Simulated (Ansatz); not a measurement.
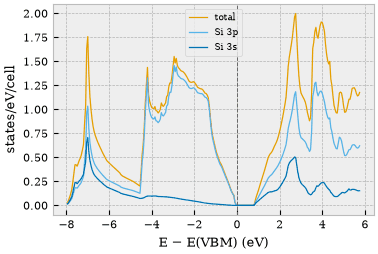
Figure. Total and projected density of states of Si (diamond, space group No. 227), the program Ansatz at the r²SCAN level (PAW)

Q: Which orbitals carry the states next to the gap?

A: Top 1 eV of the valence band: Si 3p 96 %. Bottom 1 eV of the conduction band: Si 3p 57 %, Si 3s 27 %, outside the projected shells 16 %. Projections are on Löwdin-orthogonalised atomic valence shells; empty p or d shells of many metals are not among them.

Q: Where is the tallest occupied peak in this window, and what makes it?

A: Near -7.0 eV, about 1.8 states/eV per cell; the largest projected share is Si 3p.

Space group Fd-3m (diamond). The r²SCAN relaxation kept the symmetry of its start.

Potentials: the later of the program's two PAW sets.
